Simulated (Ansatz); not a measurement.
**C2H6S2W: single points with varied inputs**

How do the results and run time of C2H6S2W respond when the settings are drawn wide?

Program: Ansatz 0.2.0, Gaussian basis. Level of theory: the settings change from run to run. These are calculated values, not measurements.

1 further run of the same task is left out (for a known fault of the program). Runs told in other sessions of the task aren't counted.

**1. The molecule**

An earlier PBE0-D4 in a triple-zeta def2 set relaxation fixed the geometry. W takes a core potential in def2 sets; no spin-orbit term is included.

SMILES `[CH3][W]([CH3])(=[S])=[S]`, 11 atoms, charge 0, spin multiplicity 1.

Atoms are counted from 1 here; the program's logs count them from 0.

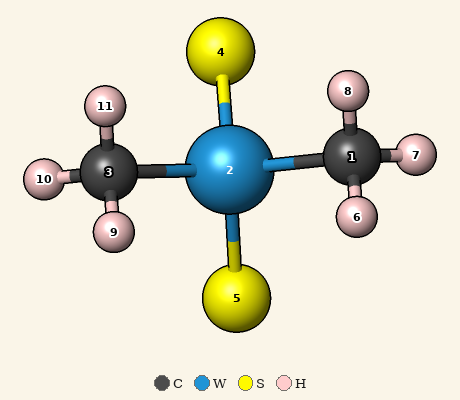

The structure; carbon dark grey, tungsten blue, sulfur yellow, hydrogen pink; atoms are numbered from 1 in the order of the file.

**2. HSE06/def2-mTZVP**

Input file in.yaml:

```yaml
crystal:
  periodic: [false, false, false]
  atoms:
    - {symbol: C, position_ang: [-1.654711, 0.509090, 0.414609]}
    - {symbol: W, position_ang: [0.142861, 0.371975, -0.646091]}
    - {symbol: C, position_ang: [1.498886, -0.915540, 0.291310]}
    - {symbol: S, position_ang: [-0.281762, -0.399437, -2.572893]}
    - {symbol: S, position_ang: [1.011538, 2.302285, -0.731881]}
    - {symbol: H, position_ang: [-1.443430, 0.894388, 1.418805]}
    - {symbol: H, position_ang: [-2.377879, 1.173349, -0.064560]}
    - {symbol: H, position_ang: [-2.098022, -0.491084, 0.484728]}
    - {symbol: H, position_ang: [1.704087, -0.535739, 1.298993]}
    - {symbol: H, position_ang: [2.446734, -0.994894, -0.246358]}
    - {symbol: H, position_ang: [1.051707, -1.914393, 0.353348]}
basis:
  gaussian: {orbitals: def2-mTZVP}
hamiltonian: {xc: {name: HSE06}}
output: {forces: true}
```

On the command line:

```console
$ ansatz run in.yaml --threads 4 --pin off --events-out ev --progress --plain --max-ram 11315MiB
```

The program printed, shortened:

```text
Functional definition: HSE06
  name "HSE06"
  cite "Heyd, Scuseria & Ernzerhof, J. Chem. Phys. 118, 8207 (2003) doi:10.1063/1.1564060"
  cite "Krukau, Vydrov, Izmaylov & Scuseria, J. Chem. Phys. 125, 224106 (2006) doi:10.1063/1.2404663"
  cite "Heyd & Scuseria, J. Chem. Phys. 120, 7274 (2004) doi:10.1063/1.1668634"
  cite "Ernzerhof & Perdew, J. Chem. Phys. 109, 3313 (1998) doi:10.1063/1.476928"
  cite "Perdew, Burke & Ernzerhof, Phys. Rev. Lett. 77, 3865 (1996) doi:10.1103/PhysRevLett.77.3865"
  parent pbe
[...]
  # The whole range is PBE's own exchange, as in plane waves. The composition of these papers is wPBEh.
[...]
1362 factors; integrals over basis functions are off by at most 1.0e-3 eV
137 factors; integrals over basis functions are off by at most 2.4e-7 eV
[...]
mean field -25660.60147671 eV, -943.0097108886 hartree, gradient 2.0e-5 eV, S^2 0.000000; 0 other end points of the search recorded, 0 dependent functions left out
[...]
reference -25660.60152026 eV, -943.0097124890 hartree; 32, 32 occupied and 104, 104 virtual orbitals, 1362 factors
Total energy: -25660.60152026 eV, -943.0097124890 hartree
Atom 0 at    -1.654711     0.509090     0.414609 Å, force     0.028605    -0.001297    -0.019324 eV/Å
Atom 1 at     0.142861     0.371975    -0.646091 Å, force    -0.074710    -0.193338     0.336690 eV/Å
Atom 2 at     1.498886    -0.915540     0.291310 Å, force    -0.020909     0.022145    -0.017178 eV/Å
Atom 3 at    -0.281762    -0.399437    -2.572893 Å, force    -0.089545    -0.164748    -0.400321 eV/Å
Atom 4 at     1.011538     2.302285    -0.731881 Å, force     0.181346     0.402182    -0.013563 eV/Å
Atom 5 at    -1.443430     0.894388     1.418805 Å, force    -0.045818    -0.000545     0.009555 eV/Å
Atom 6 at    -2.377879     1.173349    -0.064560 Å, force    -0.027283    -0.005802     0.028903 eV/Å
Atom 7 at    -2.098022    -0.491084     0.484728 Å, force    -0.037294     0.018323     0.022335 eV/Å
Atom 8 at     1.704087    -0.535739     1.298993 Å, force     0.031131    -0.035152     0.006902 eV/Å
Atom 9 at     2.446734    -0.994894    -0.246358 Å, force     0.015108    -0.025686     0.026412 eV/Å
Atom 10 at     1.051707    -1.914393     0.353348 Å, force     0.039368    -0.016080     0.019588 eV/Å
Dipole moment:    -0.121044    -0.315654     0.548128 e Å
```

Run time: 3.5 s. Hardware: 4 threads of Arm Neoverse V1, shared host; peak memory 0.39 GiB.

Largest force 0.442 eV/Å, dipole 3.09 D.

**3. r2SCAN50/def2-TZVP**

Set apart from the defaults: charge +1, multiplicity 2, restricted open-shell orbitals, D3(BJ) with three-body dispersion, relativity set to scalar, high accuracy.

Changes to in.yaml since step 2:

```diff
@@ -15,4 +15,7 @@
 basis:
-  gaussian: {orbitals: def2-mTZVP}
-hamiltonian: {xc: {name: HSE06}}
+  gaussian: {orbitals: def2-TZVP}
+total_charge: 1
+magnetization: {spin_polarized: false, initial_magnetization: 1}
+hamiltonian: {xc: {name: r2SCAN50}, dispersion: d3bjatm, pseudopotentials: {relativity: scalar}}
+accuracy: high
 output: {forces: true}
```

The command is unchanged.

The program printed, shortened:

```text
Functional definition: r2SCAN50
  name "r2SCAN50"
  cite "Bursch, Neugebauer, Ehlert & Grimme, J. Chem. Phys. 156, 134105 (2022) doi:10.1063/5.0086040"
  cite "Furness, Kaplan, Ning, Perdew & Sun, J. Phys. Chem. Lett. 11, 8208 (2020) doi:10.1021/acs.jpclett.0c02405"
  cite "Furness, Kaplan, Ning, Perdew & Sun, J. Phys. Chem. Lett. 11, 9248 (2020) doi:10.1021/acs.jpclett.0c03077"
  parent r2scan
[...]
3822 factors; integrals over basis functions are off by at most 2.6e-8 eV
[...]
mean field -25710.71343752 eV, -944.8512914814 hartree, gradient 2.8e-8 eV, S^2 0.750000; 7 other end points of the search recorded, 0 dependent functions left out
[...]
reference -25710.71343919 eV, -944.8512915427 hartree; 32, 31 occupied and 180, 181 virtual orbitals, 3822 factors
Total energy: -25710.85713635 eV, -944.8565723159 hartree
Relativity: scalar
[...]
Atom 1 at     0.142861     0.371975    -0.646091 Å, force    -0.332368    -0.853584     1.375339 eV/Å
Atom 2 at     1.498886    -0.915540     0.291310 Å, force    -0.238464     0.302358    -0.272958 eV/Å
Atom 3 at    -0.281762    -0.399437    -2.572893 Å, force     0.209811     0.468485    -0.067658 eV/Å
Atom 4 at     1.011538     2.302285    -0.731881 Å, force    -0.057162    -0.083832    -0.491466 eV/Å
Atom 5 at    -1.443430     0.894388     1.418805 Å, force     0.016812    -0.121081    -0.204518 eV/Å
Atom 6 at    -2.377879     1.173349    -0.064560 Å, force     0.196319    -0.140778     0.072345 eV/Å
Atom 7 at    -2.098022    -0.491084     0.484728 Å, force     0.157782     0.178721    -0.002458 eV/Å
Atom 8 at     1.704087    -0.535739     1.298993 Å, force    -0.113286    -0.061378    -0.200026 eV/Å
Atom 9 at     2.446734    -0.994894    -0.246358 Å, force    -0.231959     0.048537     0.086204 eV/Å
Atom 10 at     1.051707    -1.914393     0.353348 Å, force     0.028478     0.236742     0.003859 eV/Å
Dipole moment:    -0.056161    -0.146994     0.262117 e Å
```

Run time: 3 min. Hardware: 4 threads of Arm Neoverse V1, shared host; peak memory 2.1 GiB.

Largest force 1.652 eV/Å.

**4. RPBE/ANO-RCC-VTZP**

Options: multiplicity 3.

Changes to in.yaml since step 3:

```diff
@@ -15,7 +15,5 @@
 basis:
-  gaussian: {orbitals: def2-TZVP}
-total_charge: 1
-magnetization: {spin_polarized: false, initial_magnetization: 1}
-hamiltonian: {xc: {name: r2SCAN50}, dispersion: d3bjatm, pseudopotentials: {relativity: scalar}}
-accuracy: high
+  gaussian: {orbitals: ANO-RCC-VTZP}
+magnetization: {spin_polarized: true, initial_magnetization: 2}
+hamiltonian: {xc: {name: RPBE}}
 output: {forces: true}
```

The command is unchanged.

The program printed, shortened:

```text
Functional definition: RPBE
  name "RPBE"
  cite "Hammer, Hansen & Nørskov, Phys. Rev. B 59, 7413 (1999) doi:10.1103/PhysRevB.59.7413"
  cite "Perdew, Burke & Ernzerhof, Phys. Rev. Lett. 77, 3865 (1996) doi:10.1103/PhysRevLett.77.3865"
[...]
2430 factors; their error is unknown
[...]
mean field -463262.53090199 eV, -17024.5840000266 hartree, gradient 5.2e-6 eV, S^2 2.007751; 8 other end points of the search recorded, 0 dependent functions left out
[...]
reference -463262.53098543 eV, -17024.5840030928 hartree; 63, 61 occupied and 253, 255 virtual orbitals, 2430 factors
Total energy: -463262.53098543 eV, -17024.5840030928 hartree
Relativity: scalar
Atom 0 at    -1.654711     0.509090     0.414609 Å, force    -0.016878     0.067173    -0.097161 eV/Å
Atom 1 at     0.142861     0.371975    -0.646091 Å, force    -0.417541    -1.089120     1.892224 eV/Å
Atom 2 at     1.498886    -0.915540     0.291310 Å, force     0.058747     0.042742    -0.094605 eV/Å
Atom 3 at    -0.281762    -0.399437    -2.572893 Å, force    -0.433576    -0.772997    -2.166573 eV/Å
Atom 4 at     1.011538     2.302285    -0.731881 Å, force     0.953721     2.128828    -0.189229 eV/Å
Atom 5 at    -1.443430     0.894388     1.418805 Å, force    -0.026604    -0.019785     0.283535 eV/Å
Atom 6 at    -2.377879     1.173349    -0.064560 Å, force    -0.274410     0.198479    -0.096846 eV/Å
Atom 7 at    -2.098022    -0.491084     0.484728 Å, force    -0.116074    -0.207451     0.156689 eV/Å
Atom 8 at     1.704087    -0.535739     1.298993 Å, force     0.019681    -0.044290     0.280778 eV/Å
Atom 9 at     2.446734    -0.994894    -0.246358 Å, force     0.322661    -0.072551    -0.121386 eV/Å
Atom 10 at     1.051707    -1.914393     0.353348 Å, force    -0.069726    -0.231027     0.152573 eV/Å
Dipole moment:    -0.053523    -0.139495     0.242303 e Å
```

Run time: 2 min. Hardware: 4 threads of Arm Neoverse V1, shared host; peak memory 2.8 GiB.

Largest force 2.341 eV/Å, dipole 1.37 D, ⟨S²⟩ 2.008.

**5. HSE06/def2-TZVP**

Set apart from the defaults: density fitting with def2-universal-jkfit, relativity set to scalar.

Changes to in.yaml since step 4:

```diff
@@ -15,5 +15,3 @@
 basis:
-  gaussian: {orbitals: ANO-RCC-VTZP}
-magnetization: {spin_polarized: true, initial_magnetization: 2}
-hamiltonian: {xc: {name: RPBE}}
-output: {forces: true}
+  gaussian: {orbitals: def2-TZVP, fitting: {mean_field: def2-universal-jkfit}}
+hamiltonian: {xc: {name: HSE06}, pseudopotentials: {relativity: scalar}}
```

Launched as before.

The program printed, shortened:

```text
Functional definition: HSE06
  name "HSE06"
  cite "Heyd, Scuseria & Ernzerhof, J. Chem. Phys. 118, 8207 (2003) doi:10.1063/1.1564060"
  cite "Krukau, Vydrov, Izmaylov & Scuseria, J. Chem. Phys. 125, 224106 (2006) doi:10.1063/1.2404663"
  cite "Heyd & Scuseria, J. Chem. Phys. 120, 7274 (2004) doi:10.1063/1.1668634"
  cite "Ernzerhof & Perdew, J. Chem. Phys. 109, 3313 (1998) doi:10.1063/1.476928"
  cite "Perdew, Burke & Ernzerhof, Phys. Rev. Lett. 77, 3865 (1996) doi:10.1103/PhysRevLett.77.3865"
  parent pbe
[...]
  # The whole range is PBE's own exchange, as in plane waves. The composition of these papers is wPBEh.
[...]
741 factors; integrals over basis functions are off by at most 3.4e-1 eV
741 factors; integrals over basis functions are off by at most 1.8e-7 eV
[...]
mean field -25715.26916626 eV, -945.0187114247 hartree, gradient 6.2e-5 eV, S^2 0.000000; 0 other end points of the search recorded, 0 dependent functions left out
reference -25715.26920753 eV, -945.0187129411 hartree; 32, 32 occupied and 180, 180 virtual orbitals, 741 factors
Total energy: -25715.26920753 eV, -945.0187129411 hartree
Relativity: scalar
```

It took 3.8 s on 4 threads of Arm Neoverse V1, shared host; peak memory 0.65 GiB.

**6. r2SCAN50/x2c-TZVPPall**

Set apart from the defaults: multiplicity 3, D3(BJ) dispersion.

Changes to in.yaml since step 5:

```diff
@@ -15,3 +15,5 @@
 basis:
-  gaussian: {orbitals: def2-TZVP, fitting: {mean_field: def2-universal-jkfit}}
-hamiltonian: {xc: {name: HSE06}, pseudopotentials: {relativity: scalar}}
+  gaussian: {orbitals: x2c-TZVPPall}
+magnetization: {spin_polarized: true, initial_magnetization: 2}
+hamiltonian: {xc: {name: r2SCAN50}, dispersion: d3bj}
+output: {forces: true}
```

The command is unchanged.

The program printed, shortened:

```text
Warning: the engine holds no damping parameters fitted to this dispersion correction and functional, so the run takes those fitted to r2scan50 beside the three-body term, which d3bj leaves out (hamiltonian.dispersion, under Limitations)
Functional definition: r2SCAN50
  name "r2SCAN50"
  cite "Bursch, Neugebauer, Ehlert & Grimme, J. Chem. Phys. 156, 134105 (2022) doi:10.1063/5.0086040"
  cite "Furness, Kaplan, Ning, Perdew & Sun, J. Phys. Chem. Lett. 11, 8208 (2020) doi:10.1021/acs.jpclett.0c02405"
  cite "Furness, Kaplan, Ning, Perdew & Sun, J. Phys. Chem. Lett. 11, 9248 (2020) doi:10.1021/acs.jpclett.0c03077"
  parent r2scan
[...]
2492 factors; their error is unknown
[...]
mean field -463235.56636690 eV, -17023.5930716393 hartree, gradient 1.4e-6 eV, S^2 2.046188; 6 other end points of the search recorded, 0 dependent functions left out
[...]
reference -463235.56637857 eV, -17023.5930720681 hartree; 63, 61 occupied and 264, 266 virtual orbitals, 2492 factors
Total energy: -463235.71080116 eV, -17023.5983795003 hartree
Relativity: scalar
Atom 0 at    -1.654711     0.509090     0.414609 Å, force    -0.042307     0.078682    -0.099475 eV/Å
Atom 1 at     0.142861     0.371975    -0.646091 Å, force    -0.362631    -0.945143     1.641325 eV/Å
Atom 2 at     1.498886    -0.915540     0.291310 Å, force     0.085149     0.033855    -0.097104 eV/Å
Atom 3 at    -0.281762    -0.399437    -2.572893 Å, force    -0.193980    -0.319604    -1.283423 eV/Å
Atom 4 at     1.011538     2.302285    -0.731881 Å, force     0.532366     1.201070    -0.247599 eV/Å
Atom 5 at    -1.443430     0.894388     1.418805 Å, force    -0.115687    -0.229926    -0.231973 eV/Å
Atom 6 at    -2.377879     1.173349    -0.064560 Å, force     0.155836    -0.169129     0.147478 eV/Å
Atom 7 at    -2.098022    -0.491084     0.484728 Å, force     0.132224     0.297512     0.123472 eV/Å
Atom 8 at     1.704087    -0.535739     1.298993 Å, force    -0.107371    -0.233361    -0.234789 eV/Å
Atom 9 at     2.446734    -0.994894    -0.246358 Å, force    -0.223137    -0.005688     0.157227 eV/Å
Atom 10 at     1.051707    -1.914393     0.353348 Å, force     0.139536     0.291731     0.124860 eV/Å
Dipole moment:    -0.059050    -0.153948     0.267494 e Å
```

It took 4.5 min on 4 threads of Arm Neoverse V1, shared host; peak memory 3.9 GiB.

Largest force 1.928 eV/Å, dipole 1.51 D, ⟨S²⟩ 2.046.

**7. PBE/def2-TZVPD**

Options: charge +1, multiplicity 2, atoms shaken by 0.15 Å, a point charge of -1.00 e beside it, D4 dispersion.

Input file in.yaml:

```yaml
crystal:
  periodic: [false, false, false]
  atoms:
    - {symbol: C, position_ang: [-1.291164, 0.715830, 0.437306]}
    - {symbol: W, position_ang: [0.085435, 0.358627, -0.641512]}
    - {symbol: C, position_ang: [1.348317, -0.858512, 0.377887]}
    - {symbol: S, position_ang: [-0.380739, -0.373346, -2.597128]}
    - {symbol: S, position_ang: [1.187873, 2.530738, -0.669271]}
    - {symbol: H, position_ang: [-1.602584, 0.962510, 1.256135]}
    - {symbol: H, position_ang: [-2.486795, 1.102598, -0.044673]}
    - {symbol: H, position_ang: [-2.358932, -0.774268, 0.415819]}
    - {symbol: H, position_ang: [1.740560, -0.493497, 1.544785]}
    - {symbol: H, position_ang: [2.597055, -1.157213, -0.180819]}
    - {symbol: H, position_ang: [0.761738, -2.032497, 0.374238]}
basis:
  gaussian: {orbitals: def2-TZVPD, point_charges: [{charge: -1.00, position_ang: [6.829, -0.760, -0.065]}]}
total_charge: 1
magnetization: {spin_polarized: true, initial_magnetization: 1}
hamiltonian: {xc: {name: PBE}, dispersion: d4}
output: {forces: true}
```

Launched as before.

The program printed, shortened:

```text
Functional definition: PBE
  name "PBE"
  cite "Perdew, Burke & Ernzerhof, Phys. Rev. Lett. 77, 3865 (1996) doi:10.1103/PhysRevLett.77.3865"
  parent pbe
[...]
1586 factors; their error is unknown
[...]
mean field -25648.41473481 eV, -942.5618563843 hartree, gradient 1.8e-5 eV, S^2 0.772717; 8 other end points of the search recorded, 0 dependent functions left out
[...]
reference -25648.41480325 eV, -942.5618588994 hartree; 32, 31 occupied and 231, 232 virtual orbitals, 1586 factors
Total energy: -25648.75354980 eV, -942.5743076056 hartree
Atom 0 at    -1.291164     0.715830     0.437306 Å, force    -8.496457    -2.618006    -6.432434 eV/Å
Atom 1 at     0.085435     0.358627    -0.641512 Å, force     7.708413     1.238930    -3.370054 eV/Å
Atom 2 at     1.348317    -0.858512     0.377887 Å, force     3.200699    -3.207146     1.162636 eV/Å
Atom 3 at    -0.380739    -0.373346    -2.597128 Å, force    -0.232556    -0.026895    -0.159420 eV/Å
Atom 4 at     1.187873     2.530738    -0.669271 Å, force    -1.225010    -2.399988    -0.253681 eV/Å
Atom 5 at    -1.602584     0.962510     1.256135 Å, force    -2.400416     2.751337    10.307458 eV/Å
Atom 6 at    -2.486795     1.102598    -0.044673 Å, force     3.052050    -0.714247     0.247235 eV/Å
Atom 7 at    -2.358932    -0.774268     0.415819 Å, force     2.028895     1.992090    -0.085816 eV/Å
Atom 8 at     1.740560    -0.493497     1.544785 Å, force    -1.384027    -0.994517    -2.996490 eV/Å
Atom 9 at     2.597055    -1.157213    -0.180819 Å, force    -3.501884     0.918172     1.303032 eV/Å
Atom 10 at     0.761738    -2.032497     0.374238 Å, force     1.614033     3.033433     0.278460 eV/Å
Dipole moment:     0.081837    -0.262676     0.618536 e Å
```

Wall time 26 s (4 threads of Arm Neoverse V1, shared host); peak memory 0.7 GiB.

Largest force 10.974 eV/Å, ⟨S²⟩ 0.773.

**8. SPW92/def2-TZVP**

This run has unrestricted orbitals, the search for lower states set to light.

Input file in.yaml:

```yaml
crystal:
  periodic: [false, false, false]
  atoms:
    - {symbol: C, position_ang: [-1.654711, 0.509090, 0.414609]}
    - {symbol: W, position_ang: [0.142861, 0.371975, -0.646091]}
    - {symbol: C, position_ang: [1.498886, -0.915540, 0.291310]}
    - {symbol: S, position_ang: [-0.281762, -0.399437, -2.572893]}
    - {symbol: S, position_ang: [1.011538, 2.302285, -0.731881]}
    - {symbol: H, position_ang: [-1.443430, 0.894388, 1.418805]}
    - {symbol: H, position_ang: [-2.377879, 1.173349, -0.064560]}
    - {symbol: H, position_ang: [-2.098022, -0.491084, 0.484728]}
    - {symbol: H, position_ang: [1.704087, -0.535739, 1.298993]}
    - {symbol: H, position_ang: [2.446734, -0.994894, -0.246358]}
    - {symbol: H, position_ang: [1.051707, -1.914393, 0.353348]}
basis:
  gaussian: {orbitals: def2-TZVP}
magnetization: {spin_polarized: true, initial_magnetization: 0}
hamiltonian: {xc: {name: SPW92}}
scf: {lower_state_search: light}
output: {forces: true}
```

Same command.

The program printed, shortened:

```text
Functional definition: SPW92
  name "SPW92"
  cite "Dirac, Proc. Camb. Phil. Soc. 26, 376 (1930) doi:10.1017/S0305004100016108"
  cite "Slater, Phys. Rev. 81, 385 (1951) doi:10.1103/PhysRev.81.385"
  cite "Perdew & Wang, Phys. Rev. B 45, 13244 (1992) doi:10.1103/PhysRevB.45.13244"
[...]
1470 factors; their error is unknown
[...]
mean field -25575.32280840 eV, -939.8757776322 hartree, gradient 3.7e-5 eV, S^2 0.000000; 0 other end points of the search recorded, 0 dependent functions left out
[...]
reference -25575.32284705 eV, -939.8757790528 hartree; 32, 32 occupied and 180, 180 virtual orbitals, 1470 factors
Total energy: -25575.32284705 eV, -939.8757790528 hartree
Atom 0 at    -1.654711     0.509090     0.414609 Å, force     0.498602    -0.044215    -0.284947 eV/Å
Atom 1 at     0.142861     0.371975    -0.646091 Å, force    -0.117197    -0.303729     0.528460 eV/Å
Atom 2 at     1.498886    -0.915540     0.291310 Å, force    -0.380331     0.352695    -0.251133 eV/Å
Atom 3 at    -0.281762    -0.399437    -2.572893 Å, force    -0.020424    -0.033214    -0.153924 eV/Å
Atom 4 at     1.011538     2.302285    -0.731881 Å, force     0.062488     0.141053    -0.034782 eV/Å
Atom 5 at    -1.443430     0.894388     1.418805 Å, force     0.082413     0.130136     0.262146 eV/Å
Atom 6 at    -2.377879     1.173349    -0.064560 Å, force    -0.218516     0.197522    -0.139207 eV/Å
Atom 7 at    -2.098022    -0.491084     0.484728 Å, force    -0.112467    -0.281738    -0.016121 eV/Å
Atom 8 at     1.704087    -0.535739     1.298993 Å, force     0.057973     0.139118     0.263957 eV/Å
Atom 9 at     2.446734    -0.994894    -0.246358 Å, force     0.284132    -0.026636    -0.157386 eV/Å
Atom 10 at     1.051707    -1.914393     0.353348 Å, force    -0.136674    -0.270992    -0.017062 eV/Å
Dipole moment:    -0.115793    -0.301905     0.524265 e Å
```

It took 3.3 s on 4 threads of Arm Neoverse V1, shared host; peak memory 0.34 GiB.

Largest force 0.621 eV/Å, dipole 2.96 D, ⟨S²⟩ 0.000.

**9. The runs in one table**

| level | charge | multiplicity | geometry | functions | energy (eV) | time |
| --- | --- | --- | --- | --- | --- | --- |
| HSE06/def2-mTZVP | 0 | 1 | relaxed | 136 | -25660.602 | 3.5 s |
| r2SCAN50/def2-TZVP | 1 | 2 | relaxed | 212 | -25710.857 | 3 min |
| RPBE/ANO-RCC-VTZP | 0 | 3 | relaxed | 316 | -463262.531 | 2 min |
| HSE06/def2-TZVP | 0 | 1 | relaxed | 212 | -25715.269 | 3.8 s |
| r2SCAN50/x2c-TZVPPall | 0 | 3 | relaxed | 327 | -463235.711 | 4.5 min |
| PBE/def2-TZVPD | 1 | 2 | shaken, point charge | 263 | -25648.754 | 26 s |
| SPW92/def2-TZVP | 0 | 1 | relaxed | 212 | -25575.323 | 3.3 s |

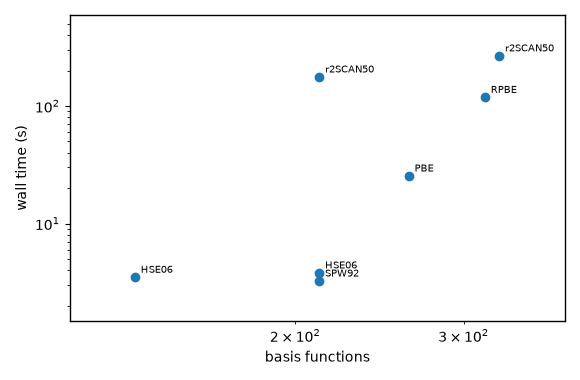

Wall time against the number of basis functions (shared host).

**10. Outcome**

| quantity | value |
| --- | --- |
| runs | 7 |
| quickest | SPW92/def2-TZVP, 3.3 s |
| slowest | r2SCAN50/x2c-TZVPPall, 4.5 min |
| spread of total energies, same state and geometry | 139.9 eV |
| dipole, same state and geometry | 2.96 to 3.09 D |

Run time spans a factor of 82, from SPW92/def2-TZVP to r2SCAN50/x2c-TZVPPall. The jobs differ in tasks and options as well as level. Total energies at one charge and spin differ by 140 eV between levels, so only differences within one level mean anything. Some of these runs are scalar-relativistic and others not, which shifts the totals of all-electron atoms past neon by several eV an atom and more; core potentials, where a basis has them, take the core out of the total altogether. At the PBE0-D4/def2-TZVP geometry and in the same state, the sound runs without point charges leave forces up to 0.62 eV/Å (SPW92/def2-TZVP).
